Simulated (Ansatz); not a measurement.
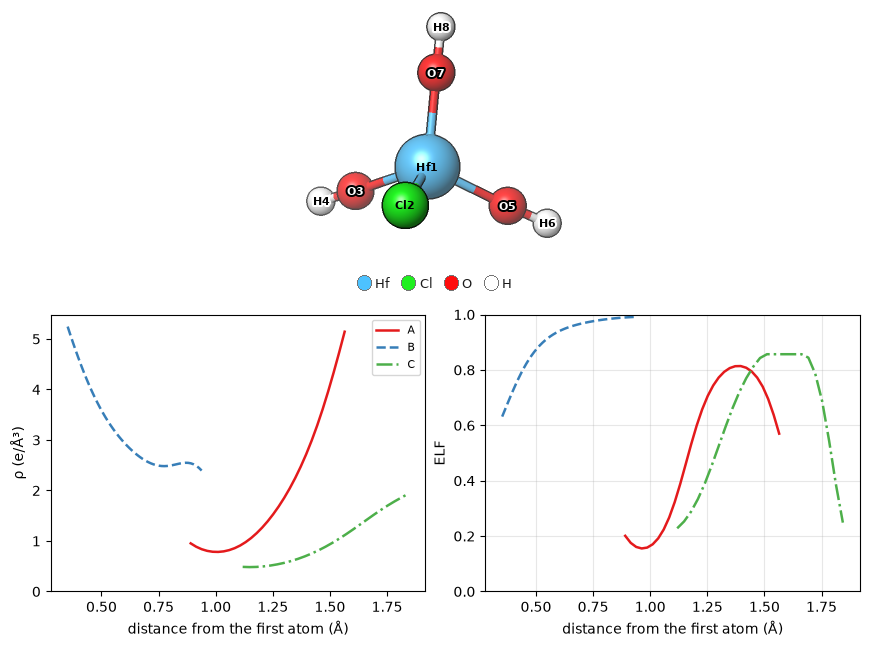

Figure 1: ClH$_{3}$HfO$_{3}$. Electron density and ELF along straight lines between neighbouring atoms. The curves leave out the atomic cores. The structure is drawn too.

Core potentials replace the inner electrons of Hf.

Method: RHF/def2-SVP in Ansatz 0.2.0.

The calculation's input:

```
crystal:
  periodic: [false, false, false]
  atoms:
    - { symbol: Hf, position_ang: [0.0, 0.0, 0.0] }
    - { symbol: Cl, position_ang: [0.0, 0.0, 2.52] }
    - { symbol: O, position_ang: [1.952, 0.0, -0.6893] }
    - { symbol: H, position_ang: [2.2684, -0.9521, -0.806] }
    - { symbol: O, position_ang: [-0.975, 1.6891, -0.6893] }
    - { symbol: H, position_ang: [-1.9328, 1.4584, -0.9117] }
    - { symbol: O, position_ang: [-0.975, -1.6891, -0.6893] }
    - { symbol: H, position_ang: [-1.4296, -2.1548, 0.0831] }
basis:
  gaussian: { orbitals: def2-SVP }
hamiltonian:
  xc: hf
relax:
  f_tol: 0.02
  max_steps: 40
output:
  orbitals: {}
```

Command:

```sh
ansatz run input.yaml --threads 1 --pin off --max-ram 2048MiB --backend cpu --events-out ev --progress --plain --runs-dir out
```

The fields are those of the run's last geometry, not of the input's.

**Which curve belongs to which contact (Hf–Cl, Hf–O and O–H)? The first atom named is at distance zero.**

Curve A: Hf–O (1.93 Å): ρ is about 0.8 e/Å³ halfway; the ELF peaks at about 0.80 in the valence shell of O, 0.5 Å from its nucleus, and drops to about 0.15 between the two atoms. Curve B: O–H (0.94 Å): the density is about 3.9 e/Å³ at the midpoint; the ELF climbs to about 1 towards the hydrogen, as it does in any bond to H; a covalent bond by its length. Curve C: Hf–Cl (2.42 Å): the density is about 0.5 e/Å³ at the midpoint; the ELF peaks at about 0.85 in the valence shell of Cl, 0.9 Å from its nucleus, and is about 0.35 at the midpoint.
